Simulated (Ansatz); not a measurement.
RbNa: a line through the functionals

RbNa: 2 atoms, total charge 0, spin state singlet. As SMILES, `[Na][Rb]`. The coordinates come from a PBE0-D4/def2-TZVP relaxation.

The HOMO–LUMO gap y, in eV, basis def2-TZVP with a core potential; a is the functional's share of exact exchange. Programs: Ansatz 0.2.0.

```
functional  program     a  y (eV)
       PBE   Ansatz     0    1.05
    r2SCAN   Ansatz     0    1.20
     B3LYP   Ansatz   0.2       ?
   r2SCAN0   Ansatz  0.25    1.93
      PBE0   Ansatz  0.25    1.87
     BHLYP   Ansatz   0.5    2.56
```

**Question.** Fit y = c + s·a to the known rows and predict B3LYP.

**Answer.** 
1. Means of the 5 rows: a = 0.2000, y = 1.722.
2. Σ(Δa)² = 0.175, Σ(Δa·Δy) = 0.508, so the slope is 0.508/0.175 = 2.9029.
3. Intercept: 1.722 − (2.9029) × 0.2000 = 1.141. The largest residual of the fit is 0.091.
4. B3LYP: 1.141 + (2.9029) × 0.2 = 1.72 eV.

The run gave 1.63 eV, so the prediction is off by +0.09 eV, within the largest residual. Exact exchange lowers occupied levels and raises empty ones. The rows mix families of semi-local functionals, which the line can't see.

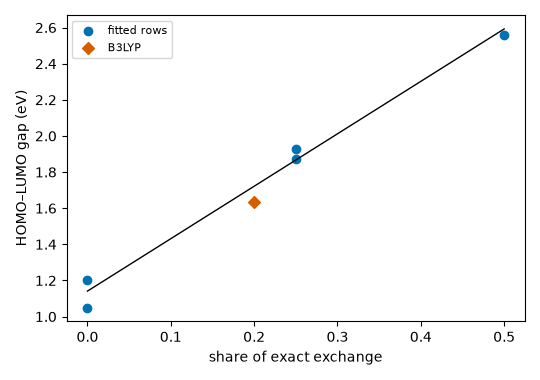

The fitted line, with the withheld row.
